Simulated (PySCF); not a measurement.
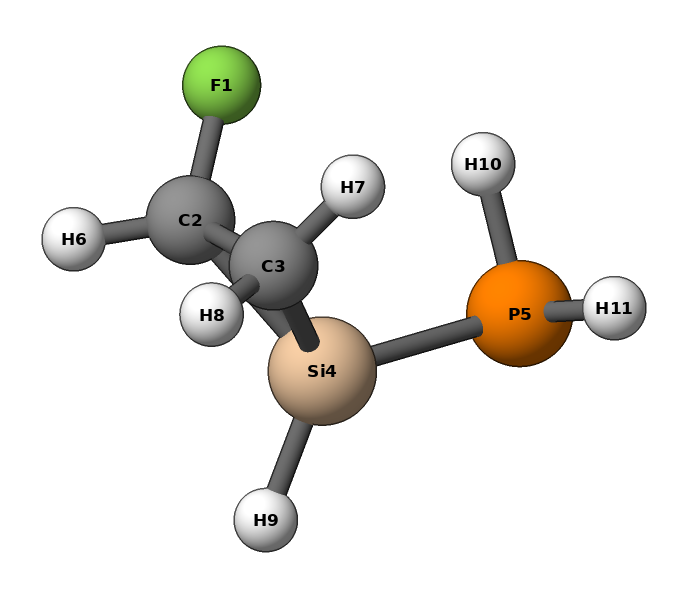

The questions are on isotropic NMR shieldings of the C atoms. The computed structure is the end point of a PBE0-D3(BJ)/def2-SVP optimisation. No frequency run is at hand to confirm it as a minimum. Method: GIAO PBE/pcSseg-2 NMR shielding, non-relativistic, gas phase (PySCF 2.14.0).

List the isotropic NMR shieldings of the C atoms.

| atom | σ (ppm) |
| --- | --- |
| C2 | 97.6 |
| C3 | 167.0 |
